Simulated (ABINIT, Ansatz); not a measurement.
# TlGaF6 (R-3): G0W0 with ABINIT, start to end

Wanted: ground state, empty states, screening and self-energy for TlGaF6 (R-3).

Method: PBEsol and many-body steps on it, plane waves, in ABINIT 10.8.3.

### Step 1. The starting structure

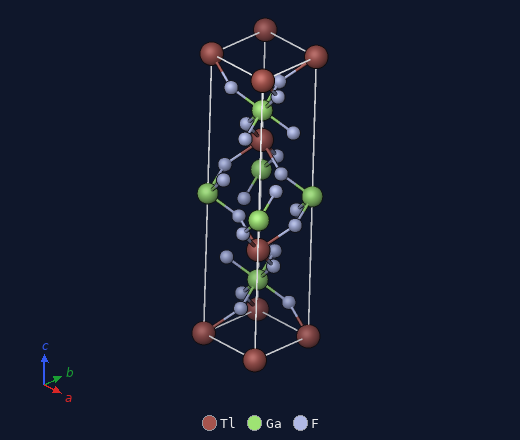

Start, viewed slightly off an axis; thallium brown, gallium green, fluorine light blue. This picture shows the conventional cell, with its axes. Bonds to atoms that aren't drawn are left out. Some periodic images of atoms are drawn too.

The cell and positions are those that the Materials Project relaxed with its own functionals (PBE, PBE+U or r2SCAN), kept fixed. Spin-orbit coupling is left out unless a step names it.

### Step 2. Ground state

This step: ABINIT 10.8.3; DFT, PBEsol, plane waves, norm-conserving pseudopotentials.

The ground-state density comes first.

Contents of run.abi:

```
acell 3*1.0 Angstrom
rprim 
  2.548402435337 1.471320832068 4.729815620893
  -2.548402435337 1.471320832068 4.729815620893
  0.000000000000 -2.942641664067 4.729815620914
ntypat 3
znucl 81 31 9
natom 8
typat 1 2 3 3 3 3 3 3
xred 
  0.000000000000 0.000000000000 0.000000000000
  0.500000000000 0.500000000000 0.500000000000
  0.879432130000 0.580450270000 0.272523150000
  0.580450270000 0.272523150000 0.879432130000
  0.272523150000 0.879432130000 0.580450270000
  0.419549730000 0.727476850000 0.120567870000
  0.727476850000 0.120567870000 0.419549730000
  0.120567870000 0.419549730000 0.727476850000
pp_dirpath "pseudos"
pseudos "Tl.upf, Ga.upf, F.upf"
ecut 45
ngkpt 6 6 6
nshiftk 1
shiftk 0 0 0
kptopt 1
chksymbreak 0
nband 50
occopt 1
tolvrs 1e-10
nstep 60
prtwf 0
optforces 0
optstress 0
indata_prefix "in"
outdata_prefix "out"
tmpdata_prefix "tmp"
```

Command:

```sh
OMP_NUM_THREADS=1 mpirun -n 4 abinit run.abi > log
```

Numbers of over 12 decimals in the logs are rounded to 6 here.

The program printed:

```text
.Version 10.8.3 of ABINIT. v10.8.2 released Aug 2026.

 Symmetries : space group R-3 (#148); Bravais hR (rhombohedral)
================================================================================
 Values of the parameters that define the memory need of the present run
     intxc =       0    ionmov =       0      iscf =       7    lmnmax =       6
     lnmax =       6     mgfft =      64  mpssoang =       3    mqgrid =    3001
     natom =       8  nloc_mem =       1    nspden =       1   nspinor =       1
    nsppol =       1      nsym =       6    n1xccc =    2501    ntypat =       3
    occopt =       1   xclevel =       2
-    mband =          50        mffmem =           1         mkmem =          10
       mpw =       10389          nfft =      262144          nkpt =          40
================================================================================
  Rough estimation (10% accuracy) of disk space for files :
================================================================================

--------------------------------------------------------------------------------
------------- Echo of variables that govern the present computation ------------
--------------------------------------------------------------------------------
 -outvars: echo values of preprocessed input variables --------
            acell      1.8897261259E+00  1.8897261259E+00  1.8897261259E+00 Bohr

      chksymbreak           0
             ecut      4.50000000E+01 Hartree
-          fftalg         312

              ixc     -116133
              kpt      0.00000000E+00  0.00000000E+00  0.00000000E+00
                       1.66666667E-01  0.00000000E+00  0.00000000E+00
                       3.33333333E-01  0.00000000E+00  0.00000000E+00
                       5.00000000E-01  0.00000000E+00  0.00000000E+00
                       1.66666667E-01  1.66666667E-01  0.00000000E+00
                       3.33333333E-01  1.66666667E-01  0.00000000E+00
                       5.00000000E-01  1.66666667E-01  0.00000000E+00
                      -3.33333333E-01  1.66666667E-01  0.00000000E+00
                      -1.66666667E-01  1.66666667E-01  0.00000000E+00
   [... 29 further rows ...]
                      -3.33333333E-01  5.00000000E-01  3.33333333E-01
                       5.00000000E-01  5.00000000E-01  5.00000000E-01
         kptrlatt        6    0    0      0    6    0      0    0    6
          kptrlen      5.77893919E+01
P           mkmem          10
            natom           8
            nband          50
            ngfft          64      64      64
             nkpt          40
            nstep          60
             nsym           6
           ntypat           3
              occ      2.000000  2.000000  2.000000  2.000000  2.000000  2.000000
                       2.000000  2.000000  2.000000  2.000000  2.000000  2.000000
                       2.000000  2.000000  2.000000  2.000000  2.000000  2.000000
                       2.000000  2.000000  2.000000  2.000000  2.000000  2.000000
                       2.000000  2.000000  2.000000  2.000000  2.000000  2.000000
                       2.000000  2.000000  2.000000  2.000000  2.000000  2.000000
                       2.000000  2.000000  2.000000  2.000000  2.000000  2.000000
                       0.000000  0.000000  0.000000  0.000000  0.000000  0.000000
                       0.000000  0.000000
        optforces           0
        optstress           0
            prtwf           0
            rprim      2.5484024353E+00  1.4713208321E+00  4.7298156209E+00
[...]
spgroup         148

           tolvrs      1.00000000E-10

             xred      0.0000000000E+00  0.0000000000E+00  0.0000000000E+00
[...]
znucl       81.00000   31.00000    9.00000

================================================================================

 chkinp: Checking input parameters for consistency.

================================================================================
== DATASET  1 ==================================================================
-   mpi_nproc: 4, omp_nthreads: 1 (-1 if OMP is not activated)

--- !DatasetInfo
iteration_state: {dtset: 1, }
dimensions: {natom: 8, nkpt: 40, mband: 50, nsppol: 1, nspinor: 1, nspden: 1, mpw: 10389, }
cutoff_energies: {ecut:  45.0, pawecutdg:  -1.0, }
electrons: {nelect:   8.40000000E+01, charge:   0.00000000E+00, occopt:   1.00000000E+00, tsmear:   1.00000000E-02, }

 Real(R)+Recip(G) space primitive vectors, cartesian coordinates (Bohr,Bohr^-1):
 R(1)=  4.8157827  2.7803934  8.9380561  G(1)=  0.1038253  0.0599436  0.0372937
 R(2)= -4.8157827  2.7803934  8.9380561  G(2)= -0.1038253  0.0599436  0.0372937
 R(3)=  0.0000000 -5.5607868  8.9380561  G(3)=  0.0000000 -0.1198871  0.0372937
 Unit cell volume ucvol=  7.1807112E+02 bohr^3
 Angles (23,13,12)=  5.44496306E+01  5.44496306E+01  5.44496306E+01 degrees

 getcut: wavevector=  0.0000  0.0000  0.0000  ngfft=  64  64  64
         ecut(hartree)=     45.000   => boxcut(ratio)=   2.01368

--- Pseudopotential description ------------------------------------------------
- Tl Generated using ONCVPSP code by D. R. Hamann
- 81.00000  21.00000  180301                  znucl, zion, pspdat
12 -116133 2 -1 2008                          pspcod,pspxc,lmax,lloc,mmax
     nproj     2     2     2
[...]
--- l  ekb(1:nproj) -->
[...]
2   -2.394754
 pspatm: atomic psp has been read  and splines computed

   6.47956767E+03                                ecore*ucvol(ha*bohr**3)
--------------------------------------------------------------------------------

_setup2: Arith. and geom. avg. npw (full set) are   10352.162   10352.150

================================================================================

--- !BeginCycle
iteration_state: {dtset: 1, }
solver: {iscf: 7, nstep: 60, nline: 4, wfoptalg: 0, }
tolerances: {tolvrs: 1.00E-10, }

     iter   Etot(hartree)      deltaE(h)  residm     vres2
 ETOT  1  -584.18520697767    -5.842E+02 5.382E-01 5.271E+03
 ETOT  2  -585.90911757438    -1.724E+00 1.015E-01 7.457E+03
 ETOT  3  -586.83439292429    -9.253E-01 2.416E-02 9.064E+02
 ETOT  4  -586.85642247656    -2.203E-02 1.252E-02 6.284E+02
 ETOT  5  -586.88658153820    -3.016E-02 2.758E-03 1.130E+02
 ETOT  6  -586.89550554779    -8.924E-03 4.570E-03 1.589E+00
 ETOT  7  -586.89553735197    -3.180E-05 1.221E-03 4.564E-01
 ETOT  8  -586.89557538558    -3.803E-05 4.651E-03 2.540E-03
 ETOT  9  -586.89557555259    -1.670E-07 1.040E-02 4.619E-04
 ETOT 10  -586.89557559539    -4.281E-08 3.211E-03 3.118E-05
 ETOT 11  -586.89557559720    -1.806E-09 5.515E-04 2.864E-06
 ETOT 12  -586.89557559729    -9.311E-11 1.556E-04 1.195E-07
 ETOT 13  -586.89557559732    -2.478E-11 1.631E-04 1.393E-08
 ETOT 14  -586.89557559731     8.981E-12 1.553E-04 2.349E-09
 ETOT 15  -586.89557559734    -3.320E-11 1.613E-04 1.542E-10
 ETOT 16  -586.89557559730     4.741E-11 1.472E-04 2.368E-11

 At SCF step   16       vres2   =  2.37E-11 < tolvrs=  1.00E-10 =>converged.

--- !ResultsGS
iteration_state: {dtset: 1, }
comment   : Summary of ground state results
lattice_vectors:
- [  4.8157827,   2.7803934,   8.9380561, ]
- [ -4.8157827,   2.7803934,   8.9380561, ]
- [  0.0000000,  -5.5607868,   8.9380561, ]
lattice_lengths: [  10.52669,   10.52669,   10.52669, ]
lattice_angles: [ 54.450,  54.450,  54.450, ] # degrees, (23, 13, 12)
lattice_volume:   7.1807112E+02
convergence: {deltae:  4.741E-11, res2:  2.368E-11, residm:  1.472E-04, diffor:  0.000E+00, }
etotal    :  -5.86895576E+02
entropy   :   0.00000000E+00
fermie    :   9.97278935E-03
cartesian_stress_tensor: null
pressure_GPa: null
xred      :
- [  0.0000E+00,   0.0000E+00,   0.0000E+00, Tl]
- [  5.0000E-01,   5.0000E-01,   5.0000E-01, Ga]
- [  8.7943E-01,   5.8045E-01,   2.7252E-01,  F]
- [  5.8045E-01,   2.7252E-01,   8.7943E-01,  F]
- [  2.7252E-01,   8.7943E-01,   5.8045E-01,  F]
- [  4.1955E-01,   7.2748E-01,   1.2057E-01,  F]
- [  7.2748E-01,   1.2057E-01,   4.1955E-01,  F]
- [  1.2057E-01,   4.1955E-01,   7.2748E-01,  F]
cartesian_forces: null
force_length_stats: {min: null, max: null, mean: null, }

 Integrated electronic density in atomic spheres:
 ------------------------------------------------
 Atom  Sphere_radius  Integrated_density
[...]
================================================================================

 ----iterations are completed or convergence reached----

 Mean square residual over all n,k,spin=   26.453E-08; max=  14.716E-05
 reduced coordinates (array xred) for    8 atoms
[...]
0.580450270000      0.272523150000      0.879432130000
       0.272523150000      0.879432130000      0.580450270000
       0.419549730000      0.727476850000      0.120567870000
       0.727476850000      0.120567870000      0.419549730000
       0.120567870000      0.419549730000      0.727476850000
 rms dE/dt=  0.0000E+00; max dE/dt=  0.0000E+00; dE/dt below (all hartree)
    1       0.000000000000      0.000000000000      0.000000000000
    2       0.000000000000      0.000000000000      0.000000000000
    3       0.000000000000      0.000000000000      0.000000000000
    4       0.000000000000      0.000000000000      0.000000000000
    5       0.000000000000      0.000000000000      0.000000000000
    6       0.000000000000      0.000000000000      0.000000000000
    7       0.000000000000      0.000000000000      0.000000000000
    8       0.000000000000      0.000000000000      0.000000000000

 cartesian coordinates (angstrom) at end:
    1      0.000000     0.000000     0.000000
    2      0.000000     3.45e-11     7.094723
    3      0.761926     1.346017     8.193959
    4      0.784722    -1.332856     8.193959
    5     -1.546648    -0.013161     8.193959
    6     -0.784722     1.332856     5.995488
    7      1.546648     0.013161     5.995488
    8     -0.761926    -1.346017     5.995488
 length scales=  1.889726125908  1.889726125908  1.889726125908 bohr
              =  1.000000000000  1.000000000000  1.000000000000 angstroms
 prteigrs : about to open file out_EIG
 Fermi (or HOMO) energy (hartree) =   0.00997   Average Vxc (hartree)=  -0.37205
 Eigenvalues (hartree) for nkpt=  40  k points:
 kpt#   1, nband= 50, wtk=  0.00463, kpt=  0.0000  0.0000  0.0000 (reduced coord)
  -5.12780   -4.51865   -3.32127   -3.32127   -3.32078   -2.50118   -2.50118   -2.50086
  -0.75284   -0.72393   -0.72393   -0.72361   -0.72061   -0.72061   -0.40242   -0.40242
  -0.40056   -0.40056   -0.40034   -0.28392   -0.28392   -0.28115   -0.28037   -0.28037
  -0.21582   -0.12374   -0.12374   -0.10748   -0.06304   -0.04955   -0.04743   -0.04380
  -0.04380   -0.02022   -0.02022   -0.00675   -0.00675   -0.00577   -0.00349   -0.00349
   0.00535    0.00535    0.11535    0.35012    0.39073    0.42792    0.42792    0.47313
   0.53735    0.53756
 prteigrs : prtvol=0 or 1, do not print more k-points.

--- !EnergyTerms
iteration_state     : {dtset: 1, }
comment             : Components of total free energy in Hartree
kinetic             :  2.71119731494309E+02
hartree             :  2.23275713820023E+02
xc                  : -9.27316902055753E+01
Ewald energy        : -2.95688538951664E+02
psp_core            :  9.02357371617503E+00
local_psp           : -6.40396689816099E+02
non_local_psp       : -6.14976756544654E+01
total_energy        : -5.86895575597296E+02
total_energy_eV     : -1.59702421936353E+04
band_energy         : -7.15889868043960E+01

== END DATASET(S) ==============================================================
================================================================================

 -outvars: echo values of variables after computation  --------
           etotal     -5.8689557560E+02
            nband          50
             nkpt          40
          spgroup         148
 [... the other variables as echoed above ...]

 Calculation completed.
```

Wall time 5.9 min (4 MPI ranks of Arm Neoverse V1, shared host); peak memory 0.92 GiB; 24 min of CPU time.

Numbers from this step:

```
total energy               : -15970.2422 eV
gap                        : 2.868 eV
k of the valence top       : 0.5, 0.5, 0
k of the conduction bottom : 0, 0, 0
least direct gap           : 2.993 eV
```

The gap is indirect, with the least direct gap 0.13 eV higher.

(Part 1 of 3 ends here.)

[Paths, hosts, dates, memory and timing lines, banners, echoed tables and standing remarks are left out of the program output.]

[Logs are printed without paths, hosts, clocks, repeated set-up lines and the standing remarks that a program may print on its own settings, such as how far it seeks lower states.]

[Runs of the session that timed out or met a known fault of the program may be left out.]

[Hosts, paths, dates, database ids (printed as entryN), source tags and the programs' standing remarks are cut or masked in the printed files.]

[G0W0 gaps are taken among the corrected bands and points alone; a level outside them can change the order at an edge.]

[Where Ansatz stands beside ABINIT at settings called matched, ABINIT's density can come from a denser mesh and the files from another edition; pairs whose starting gaps differed by over 0.03 eV were left out, so agreement reads better than it is.]
